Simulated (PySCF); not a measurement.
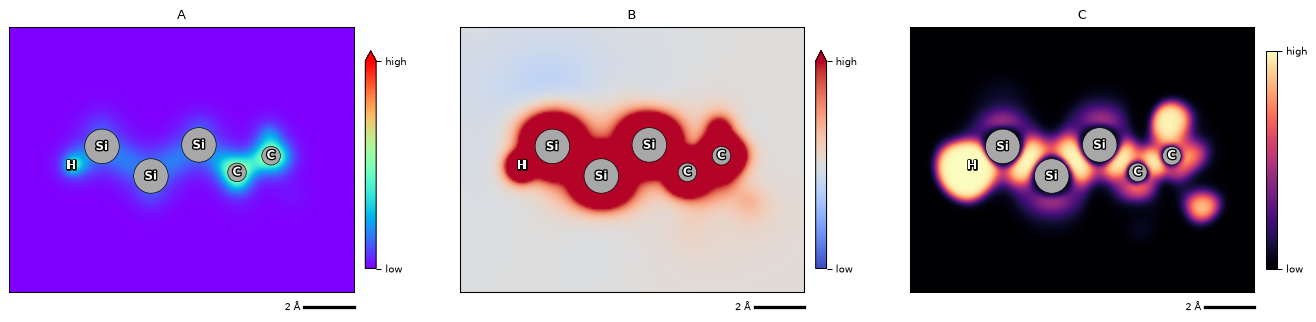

C$_{6}$H$_{14}$Si$_{3}$: 3 fields on the plane of atoms Si4, Si5 and C6, with unlabelled colour scales. Grey discs cover the atomic cores.

Geometry: GFN2-xTB.

Method: PBE0/pcSseg-1, SCF density, gas phase, non-relativistic (PySCF 2.14.0).

```json
{"atom": "C", "x (Å)": "4.5070", "y (Å)": "-1.2568", "z (Å)": "1.4503"}
{"atom": "C", "x (Å)": "4.2166", "y (Å)": "-0.3558", "z (Å)": "0.7088"}
{"atom": "Si", "x (Å)": "3.7301", "y (Å)": "1.0062", "z (Å)": "-0.4464"}
{"atom": "Si", "x (Å)": "1.5245", "y (Å)": "0.6985", "z (Å)": "-1.0877"}
{"atom": "Si", "x (Å)": "-0.0272", "y (Å)": "0.6120", "z (Å)": "0.6303"}
{"atom": "C", "x (Å)": "-1.7948", "y (Å)": "0.4224", "z (Å)": "-0.0442"}
{"atom": "C", "x (Å)": "-2.9366", "y (Å)": "0.1974", "z (Å)": "0.9681"}
{"atom": "C", "x (Å)": "-3.4276", "y (Å)": "-0.9935", "z (Å)": "0.1348"}
{"atom": "C", "x (Å)": "-2.1463", "y (Å)": "-0.9243", "z (Å)": "-0.7071"}
{"atom": "H", "x (Å)": "4.7709", "y (Å)": "-2.0406", "z (Å)": "2.1018"}
{"atom": "H", "x (Å)": "4.7299", "y (Å)": "0.9770", "z (Å)": "-1.5241"}
{"atom": "H", "x (Å)": "3.9437", "y (Å)": "2.2554", "z (Å)": "0.3007"}
{"atom": "H", "x (Å)": "1.1787", "y (Å)": "1.7784", "z (Å)": "-2.0324"}
{"atom": "H", "x (Å)": "1.4328", "y (Å)": "-0.5109", "z (Å)": "-1.9248"}
{"atom": "H", "x (Å)": "-0.0193", "y (Å)": "1.8153", "z (Å)": "1.4770"}
{"atom": "H", "x (Å)": "0.2082", "y (Å)": "-0.5238", "z (Å)": "1.5344"}
{"atom": "H", "x (Å)": "-2.0364", "y (Å)": "1.2513", "z (Å)": "-0.7135"}
{"atom": "H", "x (Å)": "-2.5823", "y (Å)": "-0.0924", "z (Å)": "1.9563"}
{"atom": "H", "x (Å)": "-3.6389", "y (Å)": "1.0219", "z (Å)": "1.0807"}
{"atom": "H", "x (Å)": "-4.3254", "y (Å)": "-0.7688", "z (Å)": "-0.4387"}
{"atom": "H", "x (Å)": "-3.5856", "y (Å)": "-1.9213", "z (Å)": "0.6823"}
{"atom": "H", "x (Å)": "-2.2860", "y (Å)": "-0.9011", "z (Å)": "-1.7870"}
{"atom": "H", "x (Å)": "-1.4406", "y (Å)": "-1.7195", "z (Å)": "-0.4681"}
```

Which field does each panel show? The fields are: electron density, electron localisation function and electrostatic potential.

Answer. Panel A: electron density. Panel B: electrostatic potential (strongly positive close to the atoms, with negative regions outside electron-rich atoms). Panel C: electron localisation function. From the grid: Si–Si (2.32 Å): the density is about 0.65 e/Å³ at the midpoint; the ELF peaks at about 1 between the atoms (localised, covalent bonding).
